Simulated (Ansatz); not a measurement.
# AlNi (Pm-3m): thermal expansion from first principles, part 2 of 4

Wanted: α(T), C_P(T) and B(T) of AlNi in the quasi-harmonic approximation.

Experimental results on record:
- heat capacity C_P per formula unit 45.9 J/mol/K near room temperature (given in “High-Throughput Prediction of Finite-Temperature Properties using the Quasi-Harmonic Approximation”, 2016, arXiv:1603.06924)

Ansatz 0.2.0; DFT LDA, scalar-relativistic, plane waves, PAW (the session's first sound run).

So far. Step 2 (A first coarse run): The start is under -8.2 GPa at this level and looks like a metal on this mesh. Step 5 (Tight relaxation): The residual pressure is 9.4e-4 GPa, small enough for phonons.

The database entry behind the starting cell differs from later determinations by our own check (about 0.2 % short), so it need not match the best structure at ambient conditions.

### 6. Phonons on strained cells, functional LDA, q-mesh 2×2×2

Thermal expansion follows from how the free energy of the vibrations (and of the electrons in a metal) changes with strain, so the program makes strained cells, their phonons and a fit in one run.

Contents of input.yaml:

```yaml
crystal:
  lattice:
    - [2.8322725568, 0.0, 0.0]
    - [0.0, 2.8322725568, 0.0]
    - [0.0, 0.0, 2.8322725568]
  atoms:
    - { symbol: Al, position: [0.0, 0.0, 0.0] }
    - { symbol: Ni, position: [0.5, 0.5, 0.5] }
kpoints:
  mp_grid: { grid: [16, 16, 16] }
hamiltonian:
  xc: lda
scf:
  occupations: { method: methfessel_paxton, width: 0.2 }
  lower_state_search: "off"
output:
  eigenvalues: true
phonons:
  method: dfpt
  qmesh: [2, 2, 2]
  temperatures: { t_max: 900.0, t_step: 50 }
  thermal_expansion: {}
```

Started as:

```
> ansatz run input.yaml --threads 8 --pin off --max-ram 16384MiB --backend cpu --events-out ev --progress --plain --runs-dir out
```

Numbers of over 12 decimals in the logs are rounded to 6 here.

The log of the run:

```text
[...]
Crystal: 2 atoms, lattice volume = 22.720 Å³
Basis set: ecut = 487.2 eV, 515 PW (Γ), exchange–correlation on 48×48×48 points (8 copies of the dense FFT grid, shifted against one another)
Bands: 15, of which v1, the nominal top of the filled ones, is band 11 counted from 1 (10 counted from 0)
Symmetry: 48 space group operations
[...]
k-points: 165 of 4096
[...]
SCF iter   1: F=—  HF=-6287.670111 eV  |F-HF|=—  |Δ(HF+E_count)|=         —  Δρ=1.56e-2  dr2=2.33e-2  ethr=1.77e-3  ⟨swp⟩=4.3  Hψ=11173  notcnv=0
[...]
SCF iter   7: F=-6287.665762 eV  HF=-6287.665762 eV  |F-HF|=9.09e-13  |Δ(HF+E_count)|=  1.27e-11  S|Δr|=    0.00e0  Δρ=2.77e-8  dr2=6.24e-14  ethr=1.00e-12  ⟨swp⟩=6.4  Hψ=10833  notcnv=0
SCF 1 converged in 7 iterations: F = -6287.665762 eV  dr2 = 6.24e-14
[...]
relax step   1: F+E_penalty+E_count = -6287.66576218 eV  Δ(F+E_penalty+E_count) = +0.000e0 eV  max|allowed force component| = 4.207e-29 eV/Å  Δτ_max = 0.0000 Å  (7 SCF iters, accepted)
SCF converged after 7 iterations
[...]
Free energy (F): -6287.665762 eV
[...]
Internal energy: -6287.666769 eV  (E = F + TS)
E sigma→0 (E₀):  -6287.666014 eV
Entropy (-TS):   0.001007 eV (0.503 meV/atom)
Fermi energy:    14.539859 eV
[...]
--- Stress (GPa, compression-positive) ---
       -0.003968       0.000000       0.000000
        0.000000      -0.003968       0.000000
        0.000000       0.000000      -0.003968
  P = ⅓ Tr σ = -0.0040 GPa (-0.040 kbar)
--- Band table (eV; the first three rows and the last of 165) ---
  k-point 0: bands = [... 7 lower, 12.8826, 12.8826, 12.8826, 20.2104, 20.2104, 20.2104, 22.8819, 22.8819]
  k-point 1: bands = [... 7 lower, 12.8485, 12.8485, 12.8863, 19.4062, 20.3088, 20.3088, 22.8824, 23.6153]
  k-point 2: bands = [... 7 lower, 12.7545, 12.7545, 12.8969, 17.9978, 20.5966, 20.5966, 22.8839, 24.7828]
  k-point 164: bands = [... 7 lower, 13.4872, 13.4872, 16.4893, 16.4893, 16.4893, 18.5798, 19.2702, 19.2702]
── thermal expansion: 3 new cells, 3 in all ──
thermal expansion: relaxation of cell 2
thermal expansion: relaxation of cell 3
── thermal expansion: 2 new cells, 5 in all ──
thermal expansion: relaxation of cell 4
thermal expansion: electrons of cell 4
thermal expansion: phonons of cell 4
WARN: thermal expansion, phonons of cell 4: eigensolver did not converge (k=43): 1 band(s) unlocked after 20 sweeps at ethr=1.00e-12 eV (lowest unlocked band 14, counted from 0; max residual 4.78e-6 eV among the unlocked bands, 4.78e-6 eV over every band)
thermal expansion: relaxation of cell 5
thermal expansion: electrons of cell 1
thermal expansion: electrons of cell 2
thermal expansion: electrons of cell 3
thermal expansion: electrons of cell 5
thermal expansion: phonons of cell 5
[...]
── thermal expansion: 5 new cells, 10 in all ──
thermal expansion: relaxation of cell 6
thermal expansion: relaxation of cell 7
thermal expansion: relaxation of cell 8
thermal expansion: relaxation of cell 9
thermal expansion: relaxation of cell 10
thermal expansion: electrons of cell 6
thermal expansion: electrons of cell 7
thermal expansion: electrons of cell 8
thermal expansion: electrons of cell 9
thermal expansion: electrons of cell 10
thermal expansion: phonons of cell 6
[...]
thermal expansion: phonons of cell 7
[...]
WARN: thermal expansion: eigensolver_not_converged in the phonons of 4 cells: 4, 5, 6, 7
--- Relaxed structure (1 steps of the walk, 1 accepted, 0 SCFs on fresh bases) ---
  F+E_penalty+E_count = -6287.66576218 eV   max|allowed force component| = 4.207e-29 eV/Å
  atoms:
    - { symbol: Al, position: [0.0, 0.0, 0.0] }
    - { symbol: Ni, position: [0.500000, 0.500000, 0.500000] }
--- Thermal expansion: 10 cells in 3 rounds, 0 GPa ---
  no lower state was looked for at cell 4: scf.lower_state_search: off
  without vibrations: a 2.83226, b 2.83226, c 2.83226 Å, V 22.7195 Å³, B 186.09 GPa
  at 0 K: a 2.83842, b 2.83842, c 2.83842 Å, V 22.8680 Å³, B 182.59 GPa
  zero-point expansion: a +0.217, b +0.217, c +0.217, V +0.654 %
      T/K        a/Å        b/Å        c/Å       V/Å³ | expansion of a, b, c, V (1e-6/K)   | that of V in the mean from 25 °C | C_P, C_V (J/mol K of the cell) | B_T, B_S (GPa)
     0.00    2.83842    2.83842    2.83842    22.8680 |    0.00    0.00    0.00    0.00 |   21.62 |     0.000     0.000 |   182.59   182.59
   100.00    2.83901    2.83901    2.83901    22.8824 |    5.79    5.79    5.79   17.38 |   29.38 |    22.289    22.214 |   181.60   182.22
   200.00    2.84140    2.84140    2.84140    22.9403 |   10.28   10.28   10.28   30.84 |   33.69 |    39.579    39.110 |   178.65   180.79
   298.15    2.84454    2.84454    2.84454    23.0164 |   12.00   12.00   12.00   35.99 |       - |    45.820    44.882 |   175.28   178.94
   350.00    2.84635    2.84635    2.84635    23.0604 |   12.54   12.54   12.54   37.61 |   36.87 |    47.616    46.424 |   173.42   177.88
   450.00    2.85004    2.85004    2.85004    23.1501 |   13.30   13.30   13.30   39.89 |   38.25 |    49.902    48.208 |   169.75   175.72
   550.00    2.85392    2.85392    2.85392    23.2447 |   13.90   13.90   13.90   41.69 |   39.39 |    51.464    49.244 |   165.97   173.46
   650.00    2.85796    2.85796    2.85796    23.3437 |   14.44   14.44   14.44   43.31 |   40.42 |    52.719    49.940 |   162.09   171.11
   750.00    2.86217    2.86217    2.86217    23.4469 |   14.97   14.97   14.97   44.91 |   41.40 |    53.842    50.466 |   158.11   168.69
   850.00    2.86653    2.86653    2.86653    23.5544 |   15.51   15.51   15.51   46.54 |   42.36 |    54.921    50.898 |   154.02   166.19
   900.00    2.86878    2.86878    2.86878    23.6097 |   15.80   15.80   15.80   47.39 |   42.83 |    55.458    51.093 |   151.94   164.92
  the static fit leaves 0.001 meV an atom of the energies and, of the stresses, 0.000 GPa of each cell's largest along a strain (root mean squares over the cells), whose Pulay part it has at -0.029 GPa
  vibrations' free energy: its fit passes through its cells
  the electrons' free energy at temperature is in it; its fit leaves 0.0001 meV an atom at the most
  free energies summed between the sampled wave vectors
  estimated error of the fitted expansion in any direction: up to 0.019e-6/K, at 900 K, with few degrees of freedom (an estimate, not a bound: it was exceeded on models of known expansion)
  by sums over the sampled wave vectors an expansion of the volume parts by up to 2.66e-6/K
  by a static energy of one degree less an expansion of the volume parts by up to 0.06e-6/K
  eigensolver_not_converged in the phonons of 4 cells: 4, 5, 6, 7
```

The job ended after 3 min (8 threads of Arm Neoverse V2, shared host; peak memory 1.3 GiB).

This step gave:

| Item | Value |
| --- | --- |
| pressure | -0.003968 GPa |
| volume expansion coefficient at 298 K | 35.99 1e-6/K |
| C_P at 298 K | 22.91 J/mol-atom/K |
| entropy at 298 K | 25.25 J/mol-atom/K |
| isothermal bulk modulus at 298 K | 175.3 GPa |
| Grüneisen parameter at 298 K | 1.948 |
| volume at 298 K | 11.51 Å³/atom |
| principal linear expansion coefficients at 298 K | 12, 12, 12 1e-6/K |

Strained cells of the study; zero-point energy where phonons were solved; the pressures are stresses at a fixed cutoff and can carry an offset from the finite basis. Expansion cells, by row:

| cell | \|a\| (Å) | \|b\| (Å) | \|c\| (Å) | V (Å³/atom) | E - E_lowest (meV/atom) | pressure, compression positive (GPa) | gap (eV) | zero-point energy (meV/atom) |
| --- | --- | --- | --- | --- | --- | --- | --- | --- |
| 1 | 2.832 | 2.832 | 2.832 | 11.36 | 0 | -0.034 | - | - |
| 2 | 2.855 | 2.855 | 2.855 | 11.63 | 3.708 | -4.256 | - | - |
| 3 | 2.81 | 2.81 | 2.81 | 11.09 | 3.836 | 4.651 | - | - |
| 4 | 2.832 | 2.832 | 2.832 | 11.36 | 0.001 | -0.072 | - | 45.1 |
| 5 | 2.847 | 2.847 | 2.847 | 11.53 | 1.505 | -2.764 | - | 43.83 |
| 6 | 2.865 | 2.865 | 2.865 | 11.75 | 7.464 | -5.918 | - | 42.23 |
| 7 | 2.881 | 2.881 | 2.881 | 11.95 | 16.5 | -8.523 | - | 40.8 |
| 8 | 2.804 | 2.804 | 2.804 | 11.03 | 5.958 | 5.865 | - | - |
| 9 | 2.818 | 2.818 | 2.818 | 11.19 | 1.45 | 2.802 | - | - |
| 10 | 2.904 | 2.904 | 2.904 | 12.24 | 34.92 | -11.87 | - | - |

Quasi-harmonic; a, b, c are the run's own cell vectors. Expansion, by row:

```
T (K)  a (Å)  b (Å)  c (Å)  alpha (deg)  beta (deg)  gamma (deg)  cell volume (Å³/cell)  alpha_a (1e-6/K)  alpha_b (1e-6/K)  alpha_c (1e-6/K)  alpha_V (1e-6/K)  C_P (J/mol-atom/K)  C_V (J/mol-atom/K)  S (J/mol-atom/K)  B_T (GPa)  B_S (GPa)  Grueneisen  extrapolation  fit error (1e-6/K)
    0  2.838  2.838  2.838           90          90           90                  22.87                 0                 0                 0                 0                   0                   0                 0      182.6      182.6           -              0                   0
   50  2.838  2.838  2.838           90          90           90                  22.87              1.65              1.65              1.65              4.96               3.224               3.222             1.042      182.5      182.6       1.936              0                   0
  100  2.839  2.839  2.839           90          90           90                  22.88              5.79              5.79              5.79             17.38               11.14               11.11             5.781      181.6      182.2       1.958              0                   0
  150   2.84   2.84   2.84           90          90           90                  22.91              8.61              8.61              8.61             25.83                16.6               16.47             11.42      180.2      181.6        1.95              0                   0
  200  2.841  2.841  2.841           90          90           90                  22.94             10.28             10.28             10.28             30.84               19.79               19.55             16.68      178.7      180.8       1.946              0                   0
  250  2.843  2.843  2.843           90          90           90                  22.98             11.32             11.32             11.32             33.95               21.71               21.36             21.32        177      179.9       1.946              0                0.01
298.1  2.845  2.845  2.845           90          90           90                  23.02                12                12                12             35.99               22.91               22.44             25.25      175.3      178.9       1.948              0                0.01
  300  2.845  2.845  2.845           90          90           90                  23.02             12.02             12.02             12.02             36.06               22.95               22.47             25.39      175.2      178.9       1.948              0                0.01
  350  2.846  2.846  2.846           90          90           90                  23.06             12.54             12.54             12.54             37.61               23.81               23.21                29      173.4      177.9       1.951              0                0.01
  400  2.848  2.848  2.848           90          90           90                   23.1             12.95             12.95             12.95             38.84               24.45               23.73             32.22      171.6      176.8       1.954              0                0.01
  450   2.85   2.85   2.85           90          90           90                  23.15              13.3              13.3              13.3             39.89               24.95                24.1             35.13      169.8      175.7       1.958              0                0.01
  500  2.852  2.852  2.852           90          90           90                   23.2             13.61             13.61             13.61             40.82               25.37               24.39             37.78      167.9      174.6       1.962              0                0.01
  550  2.854  2.854  2.854           90          90           90                  23.24              13.9              13.9              13.9             41.69               25.73               24.62             40.22        166      173.5       1.967              0                0.01
  600  2.856  2.856  2.856           90          90           90                  23.29             14.17             14.17             14.17             42.51               26.06               24.81             42.47      164.1      172.3       1.971              0                0.01
  650  2.858  2.858  2.858           90          90           90                  23.34             14.44             14.44             14.44             43.31               26.36               24.97             44.57      162.1      171.1       1.976              0                0.01
  700   2.86   2.86   2.86           90          90           90                  23.39              14.7              14.7              14.7             44.11               26.64               25.11             46.53      160.1      169.9       1.981              0                0.01
  750  2.862  2.862  2.862           90          90           90                  23.45             14.97             14.97             14.97             44.91               26.92               25.23             48.38      158.1      168.7       1.987              0                0.01
  800  2.864  2.864  2.864           90          90           90                   23.5             15.24             15.24             15.24             45.72               27.19               25.34             50.12      156.1      167.4       1.992              0                0.01
  850  2.867  2.867  2.867           90          90           90                  23.55             15.51             15.51             15.51             46.54               27.46               25.45             51.78        154      166.2       1.998              0                0.01
  900  2.869  2.869  2.869           90          90           90                  23.61              15.8              15.8              15.8             47.39               27.73               25.55             53.36      151.9      164.9       2.003              0                0.02
```

Expansion coefficient against temperature; values in 1e-6/K:

| temperature (K) | volume | principal 1 |
| --- | --- | --- |
| 0 | 0 | 0 |
| 50 | 4.96 | 1.65 |
| 100 | 17.4 | 5.79 |
| 150 | 25.8 | 8.61 |
| 200 | 30.8 | 10.3 |
| 250 | 34.0 | 11.3 |
| 298 | 36.0 | 12 |
| 300 | 36.1 | 12.0 |
| 350 | 37.6 | 12.5 |
| 400 | 38.8 | 12.9 |
| 450 | 39.9 | 13.3 |
| 500 | 40.8 | 13.6 |
| 550 | 41.7 | 13.9 |
| 600 | 42.5 | 14.2 |
| 650 | 43.3 | 14.4 |
| 700 | 44.1 | 14.7 |
| 750 | 44.9 | 15.0 |
| 800 | 45.7 | 15.2 |
| 850 | 46.5 | 15.5 |
| 900 | 47.4 | 15.8 |

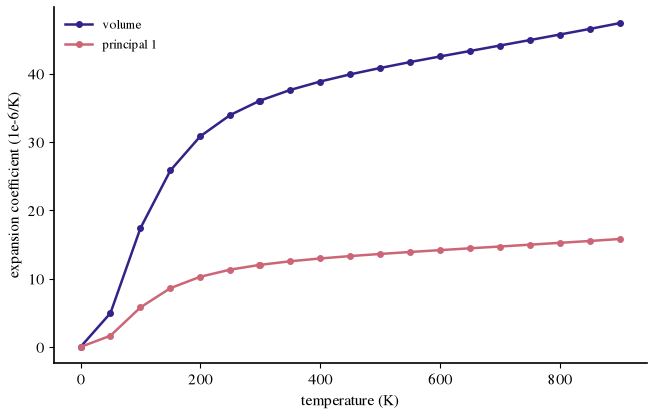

Expansion coefficient against temperature.

At 298 K the volume expansion is 36.0 × 10⁻⁶/K and B_T is 175 GPa. The q-mesh is coarse, so this is a first estimate. The program raised the cutoff to 487.2 eV by itself: with no cutoff typed, the study takes about 1.16 times the default for its relaxations and scales it with the volume for the phonons.

(Continued in part 3 of 4.)

[Logs are printed without paths, hosts, clocks, repeated set-up lines and the standing remarks that a program may print on its own settings, such as how far it seeks lower states.]

[Hosts, paths, dates, database ids (printed as entryN), source tags and the programs' standing remarks are cut or masked in the printed files.]

[A step with changed settings may run another functional than the one named; its input shows which.]
